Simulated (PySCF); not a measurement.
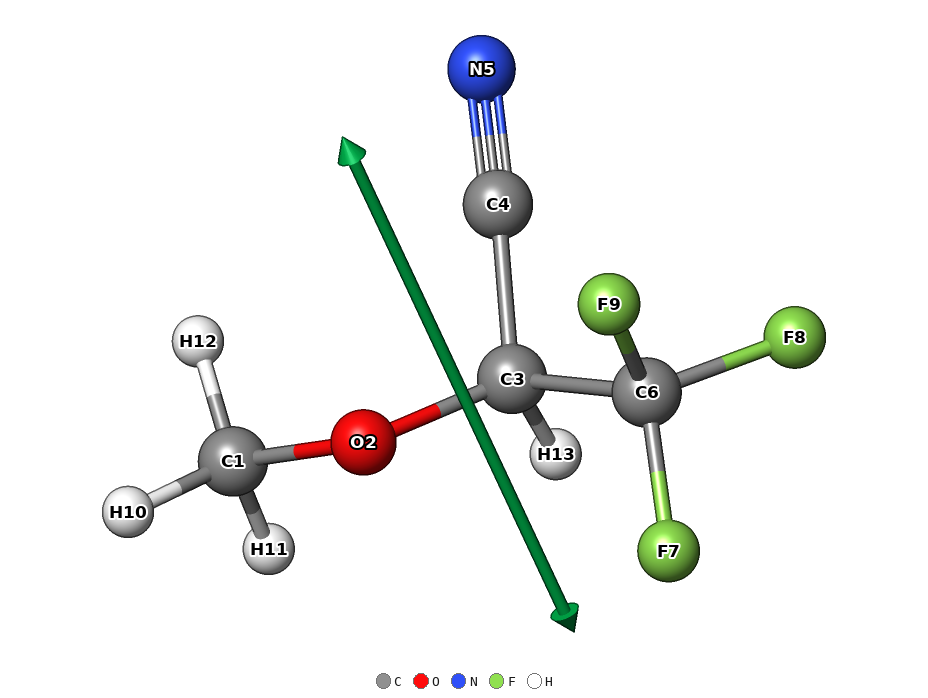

The double arrow shows the direction of the transition dipole to excited singlet state 6 (its length means nothing). The geometry was computed by an optimisation with GFN2-xTB. No frequency run is at hand to confirm it as a minimum. Level of theory: TDDFT PBE0/def2-SVPD, vertical, gas phase, core orbitals frozen in the response (PySCF 2.14.0).

Question: Give its energy, strength and character.

Answer: 8.37 eV (148 nm), oscillator strength 0.016, mainly HOMO → LUMO+2 (weight 0.82); transition dipole 0.71 D.
